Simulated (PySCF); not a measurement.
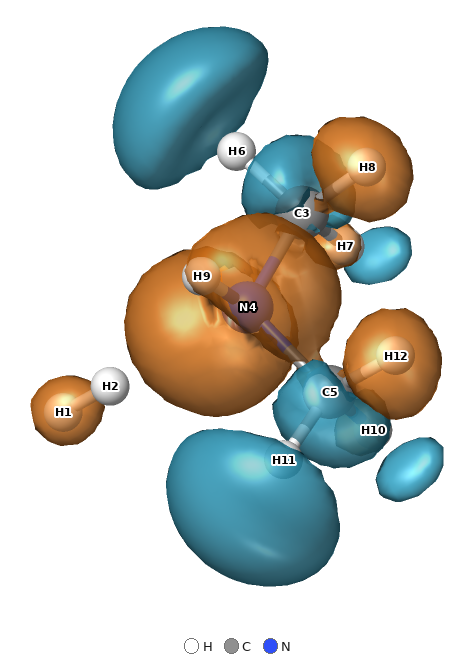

Figure. C$_{2}$H$_{9}$N, SMILES `[H][H].CNC`. Unrelaxed difference density of S₃ less the ground state (TDA singlet states), ±0.015 e/Å³; light blue: gain, orange: loss.

Method: CAM-B3LYP/def2-SVP; geometry: GFN2-xTB; program: PySCF. The pair's geometry is semi-empirical, so its contact may be too short or too long. Without diffuse functions Rydberg states are missing, so the states' numbers hold for this basis only.

Question: How does the charge move on excitation?

Answer: 0.84 e is displaced in all, of which about 0.6 e passes between atoms: N4 (0.55 e) loses electrons and H11 (0.16 e) and H6 (0.16 e) gain them. The state: 8.61 eV (144 nm), f = 0.001 (very weak), partly diffuse acceptor orbital, which a basis without diffuse functions describes poorly; the leading pair carries 99 %; hole on N4 (58 %), C3 and C5 (8 % each) and H8 and H12 (6 % each), electron on H6 and H11 (17 % each), C3 and C5 (12 % each) and H7, H8, H10 and H12 (9 % each) (atom shares of so diffuse an orbital are rough); their centroids lie 0.6 Å apart.
